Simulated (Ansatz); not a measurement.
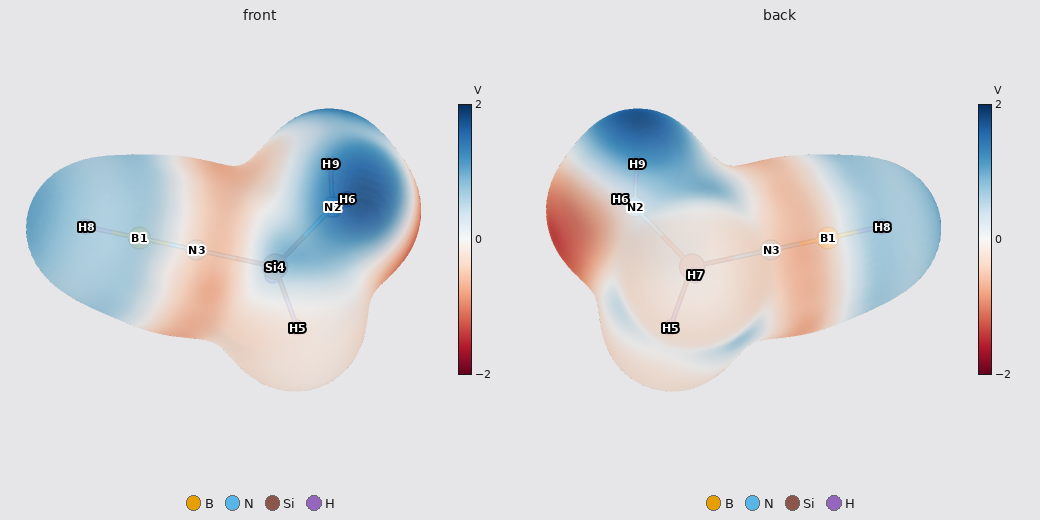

BH₅N₂Si (SMILES B=N[SiH2]N). The electrostatic potential painted on the density surface at 0.002 e/bohr³, seen from the front and from behind; red is negative and blue positive.

Geometry: PBE0-D3(BJ)/def2-SVP.

The calculation used isolated molecule in a Gaussian basis; Kohn-Sham density functional theory, functional PBE0 in Ansatz.

Input file:

```
crystal:
  periodic: [false, false, false]
  atoms:
    - symbol: B
      position_ang: [-1.865286, -1.034733, -0.515330]
    - symbol: N
      position_ang: [1.661114, 0.941920, -0.460159]
    - symbol: "N"
      position_ang: [-0.620707, -0.885533, -0.522088]
    - symbol: Si
      position_ang: [1.098211, -0.685860, -0.532298]
    - symbol: H
      position_ang: [1.639728, -1.396976, 0.660293]
    - symbol: H
      position_ang: [1.551600, 1.467444, 0.400323]
    - symbol: H
      position_ang: [1.611117, -1.277576, -1.800369]
    - symbol: H
      position_ang: [-3.040801, -1.171500, -0.508619]
    - symbol: H
      position_ang: [1.532855, 1.547604, -1.263463]
basis:
  gaussian:
    orbitals: def2-TZVPD
output: {forces: true, orbitals: {seedname: orbitals}}
hamiltonian:
  xc: pbe0
```

Run with:

```sh
ansatz run input.yaml --threads 2 --pin off --max-ram 4350MiB --events-out events.jsonl --progress --plain --runs-dir runs
```

Q: Describe the electrostatic potential map.

A: The most negative region (about −1.3 V, or −30 kcal/mol for a unit charge) lies over N2, the most positive (about +1.8 V, or +42 kcal/mol for a unit charge) over H6 and H9. N2 is the likeliest acceptor of a hydrogen bond.

Q: How polar is the molecule by this calculation?

A: Its dipole moment is 1.81 D.
